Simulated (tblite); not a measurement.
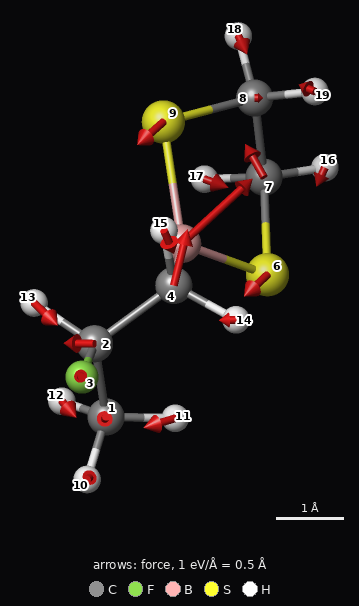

Starting geometry of C5H10BFS2 with the computed forces as red arrows. A ball-and-stick model, seen from a free direction.

All numbers below come from GFN2-xTB geometry optimisation, gas phase (tblite 0.8.0). 

Is this structure relaxed? If not, where do the atoms go?

It isn't relaxed: the largest force vector, on the B atom, is 3.11 eV/Å. The final displacements have little in common with the starting forces (cosine between the two patterns 0.17). The largest move after the best rigid fit is that of an H atom, 1.49 Å. Largest moves by element: H 1.49 Å, S 1.24 Å, C 0.69 Å, B 0.59 Å, F 0.25 Å. Among the contacts that change: B–S 1.899 → 1.789 Å, C–H 1.143 → 1.098 Å, C–C 1.491 → 1.529 Å, C–S 1.810 → 1.839 Å. Among the angles between lasting bonds that change: S–B–S 103.1° → 114.7°, C–C–B 109.2° → 114.7°, C–C–H 113.6° → 108.4°. Groups turn about C–C by about 45°. Over 178 geometry steps the energy falls by 93.0 kJ/mol. Cost: 1.3 s on 1 thread of Arm Neoverse V2 (shared host).
